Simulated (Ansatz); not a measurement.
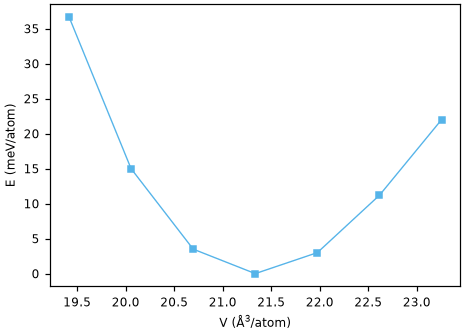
*Cd (hcp (Mg type), P6_3/mmc) under volume change, plane-wave PAW r²SCAN+D4 (Ansatz code), shape and atoms relaxed at each volume.*

Task: What does a third-order Birch–Murnaghan fit give for V₀, B₀ and B′?

Result: V₀ = 21.32 Å³/atom, B₀ = 50.8 GPa, B′ = 8.4.

Symmetry was held in the r²SCAN+D4 relaxation. The pairwise dispersion correction was not fitted to metals.

Potentials: the later of the program's two PAW sets.
